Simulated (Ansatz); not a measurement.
Pressure series in MgSe

Consider MgSe in the rock salt structure (space group Fm-3m, No. 225; a = 5.472 Å).

Cell and atoms are relaxed at each pressure.

Calculations: Ansatz (a quantum-chemistry and plane-wave program) r2SCAN, scalar-relativistic without spin-orbit coupling.

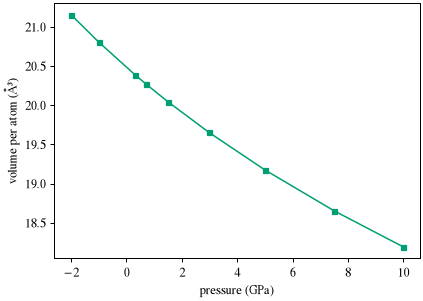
Fig. 1. Volume against pressure

Problem. Estimate the zero-pressure bulk modulus from the plot.

Solution. About 66 GPa; a third-order Birch–Murnaghan fit to the points gives V₀ = 20.48 Å³/atom, B₀ = 66 GPa and B₀′ = 4.1.

Between the base and pressure 7.5 GPa the gap moves from 2.48 eV to 2.64 eV, a mean slope of 21 meV/GPa.

Load acts through the strain it causes; cell and atoms are relaxed under it. Whether these cells are dynamically stable was not tested. Competing high-pressure phases were not computed.
